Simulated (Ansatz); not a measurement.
```yaml
atoms:
  - { symbol: Ga, position_ang: [-0.7153, 0.0000, 0.4513] }
  - { symbol: H, position_ang: [1.3379, 0.0000, 1.3411] }
  - { symbol: Cl, position_ang: [2.4006, 0.0000, 0.5260] }
  - { symbol: H, position_ang: [-1.0655, 0.0000, -1.1882] }
```

Level of theory: RKS PBE/def2-SVP (Ansatz).

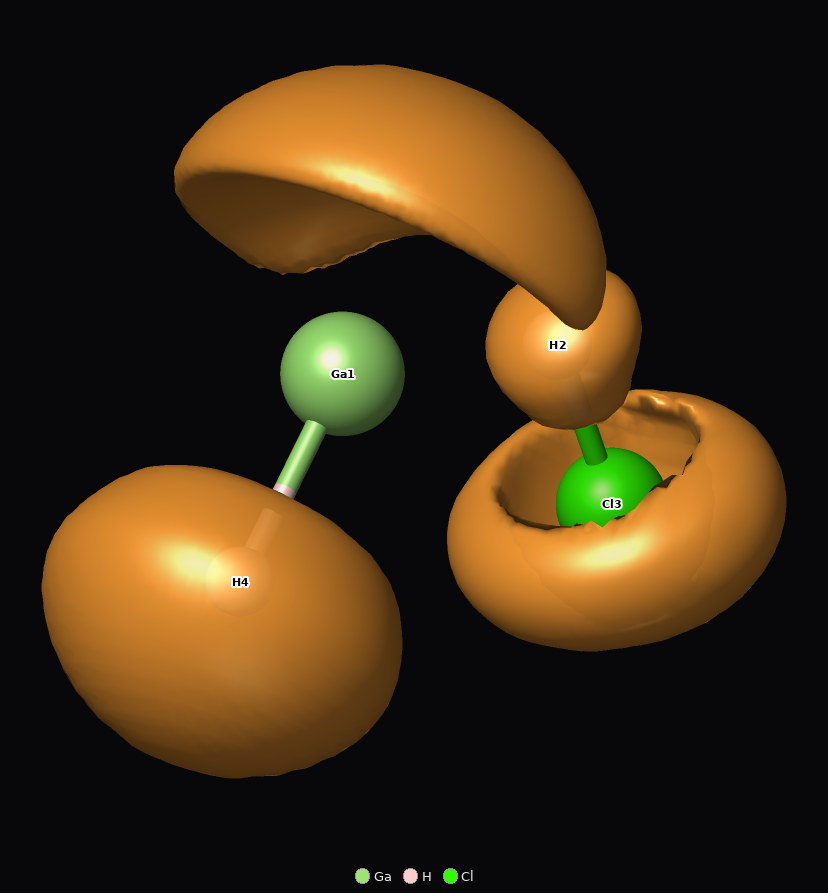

GaH···HCl. Isosurface of the electron localisation function at 0.85 (orange), seen at an oblique angle. Only the valence region is drawn (cores and ρ < 0.01 e/Å³ removed).

Question: Identify the bonds, lone pairs and shells in this picture.

Answer: The surface consists of two regions around hydrogen nuclei, one lobe on Ga, pointing away from the bonds (lone pairs) and one region wrapped around Cl (its valence shell). Along the contacts the grid gives the following. Ga1···H2 (2.24 Å): the ELF climbs to about 1 towards the hydrogen. Cl–H (1.34 Å): the ELF climbs to about 1 towards the hydrogen: a covalent bond by its length.
